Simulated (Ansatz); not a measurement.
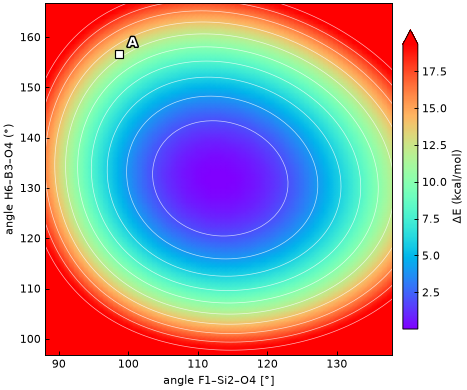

BFH₂OSi, SMILES F[SiH]1BO1. The first coordinate is: angle F1–Si2–O4; the second: angle H6–B3–O4. Nothing is relaxed (all other coordinates rigid). The grid has 15 × 15 points. Energies: kcal/mol, counted from the relaxed molecule at the same level. Computed with Ansatz 0.2.0, RHF/def2-SVP.

In the figure: a smooth colour map with a few white contour lines, one colour for all values above the top of the scale, the point A. Between grid points the surface is interpolated.

Q: Is A at rest? If not, where is it pushed?

A: A, at angle F1–Si2–O4 = 98.7°, angle H6–B3–O4 = 156.7°, is not a stationary point. The computed force is 0.61 kcal/mol for each degree towards larger values of angle F1–Si2–O4 and 0.66 kcal/mol for each degree towards smaller values of angle H6–B3–O4.
